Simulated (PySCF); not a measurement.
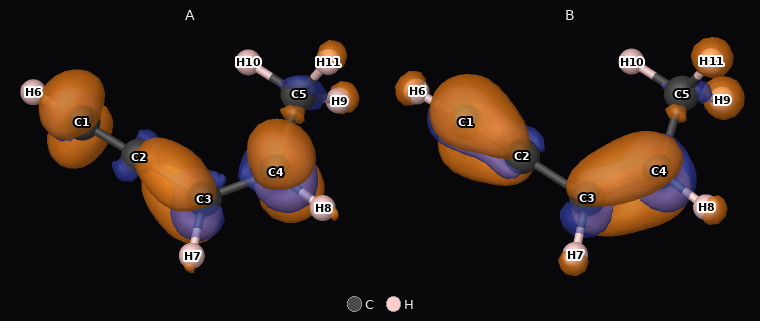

*C5H6, SMILES `C#C/C=C\C`. The two Fukui functions at ±0.04 e/Å³ (orange positive, blue negative).*

Computed with PySCF, PBE/6-31G*, geometry: GFN2-xTB. No frequency check shows the geometry to be a minimum.

Coordinates in Å:

```
C1      -2.1803    0.5199   -0.0003
C2      -1.1919   -0.1630    0.0003
C3      -0.0500   -0.9912    0.0001
C4       1.2023   -0.5374   -0.0002
C5       1.5855    0.9022    0.0011
H6      -3.0412    1.1190   -0.0008
H7      -0.2544   -2.0547   -0.0001
H8       2.0213   -1.2447   -0.0012
H9       2.1862    1.1317   -0.8835
H10      0.7028    1.5370    0.0047
H11      2.1914    1.1284    0.8750
```

**Which panel is f⁻ (electron removed) and which f⁺ (electron added)?**

A is f⁺, B is f⁻. f⁻ (Hirshfeld-condensed) is largest on C1 (0.23), C4 (0.16) and C3 (0.13); the vertical ionisation energy is 8.59 eV. f⁺ (Hirshfeld-condensed) is largest on C1 (0.21), C4 (0.17) and C3 (0.14); the vertical electron affinity is −1.86 eV (the stability of the anion's solution wasn't checked; negative, but this basis has no diffuse functions, so it doesn't show that the anion is unbound).

**What chemical potential and hardness follow from the two energies?**

μ = −(I + A)/2 = −3.37 eV and η = I − A = 10.46 eV.
